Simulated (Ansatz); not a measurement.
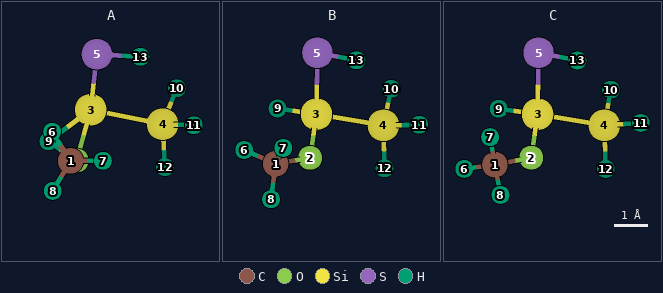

3 geometries from a converged minimum-energy path of CH8OSSi2, shuffled. Style: ball-and-stick. Shown from a free direction.

Theory: RKS PBE0/def2-SVP (Ansatz 0.2.0). Set-up: 5 movable images; climbing image; force threshold 0.03 eV/Å; iteration limit 60; starting path through a guess of the saddle point.

Which frame is the transition state?

A. In order along the path, whose images run from 0 to 6: C (image 0, 0.00 eV), B (image 1, +0.02 eV), A (image 4, +3.00 eV). A hydrogen atom shifts from one atom to another. Breaking: Si3–H9 (1.50 → 1.62 at the top → 2.62 Å). Forming: O2–H9 (2.61 → 1.29 at the top → 0.97 Å).

The run took 4.8 min on 2 threads of Intel(R) Xeon(R) 6975P-C (Granite Rapids) (shared host), peak memory 0.32 GiB.
